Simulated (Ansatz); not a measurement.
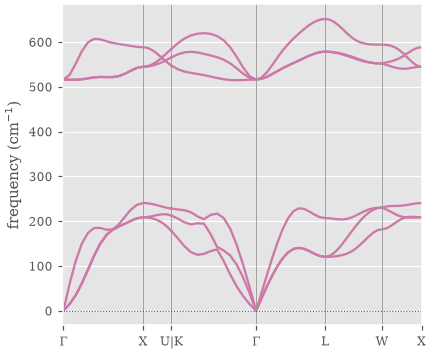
Fig. 1. Phonon dispersion of NbC (rock salt, Fm-3m), PBE (plane waves, PAW; program Ansatz); imaginary frequencies are drawn negative

Problem. Is this phase dynamically stable?

Solution. Yes, on this path no branch is imaginary.

Problem. How high does the spectrum reach?

Solution. About 650 cm⁻¹ (19.5 THz).

The PBE relaxation kept the symmetry of its start. No spin polarisation was allowed. As this level gives no gap, phonon frequencies hold no LO–TO term and depend on the k-mesh and smearing (Fermi–Dirac, 0.1 eV here).

Potentials: the later of the program's two PAW sets.
